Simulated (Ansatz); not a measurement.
Cost and result by functional for the surface energy of the (210) surface of bcc Ta in its 1x1 cell, outermost plane spacing 0.74 Å in the ideal cut, in Ansatz (plane waves, PAW). Single points on the PBE structure, on one kind of machine; costs are rough ratios of the slab run's core time (references not counted) to the cheapest single point. r2SCAN's cost holds its higher cutoff (500 against 420 eV). Differences are taken against r2SCAN for comparison alone: no measured value is at hand, so the table doesn't rank accuracy.

Model: 15-atom slab, 10.4 Å thick at the start (thin: gaps and levels are the slab's own), 11x5x1 mesh, Fermi-Dirac 0.1 eV, dipole correction, all atoms relaxed; start symmetry kept, larger cells not searched; no spin, no spin-orbit, no U. These notes are the PBE run's.

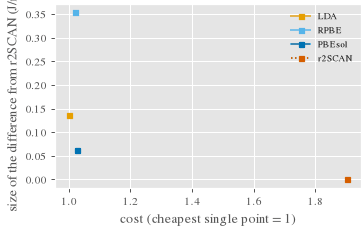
*Difference from r2SCAN against cost*

```csv
functional,relative cost,surface energy (J/m²),less r2SCAN (J/m²)
LDA,1,2.88,0.14
RPBE,1,2.39,-0.35
PBEsol,1,2.81,0.06
r2SCAN,2,2.75,0.00
PBE (the relaxed run's value),–,2.55,-0.20
```

The values span 0.49 J/m², while the single points' costs differ by a factor of roughly 2. Differences are of unrounded values.

Ansatz is a first-principles code.
